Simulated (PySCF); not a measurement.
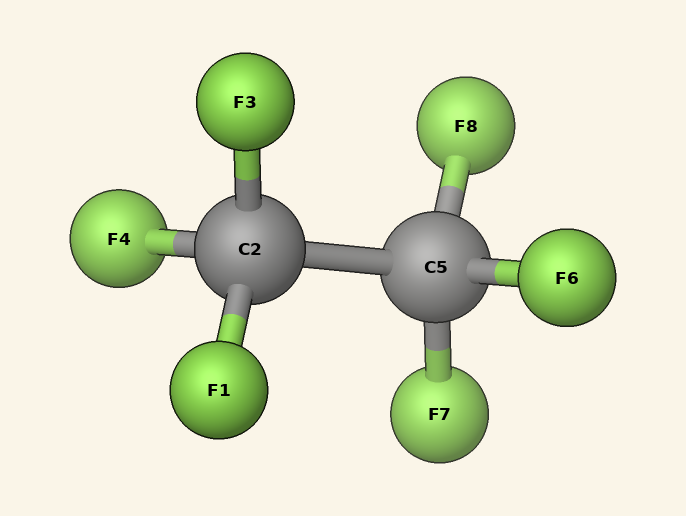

Computed geometry: GFN2-xTB optimisation. No frequency run is at hand to confirm it as a minimum. Method: delta-SCF UKS SCAN, pcX-2 on the ionised atom, pcseg-1 elsewhere, spin-free X2C (PySCF 2.14.0).

Give the core-electron binding energies (to vacuum) of F1 1s, C2 1s.

| atom | level | binding energy (eV) |
| --- | --- | --- |
| F1 | 1s | 695.2 |
| C2 | 1s | 299.8 |
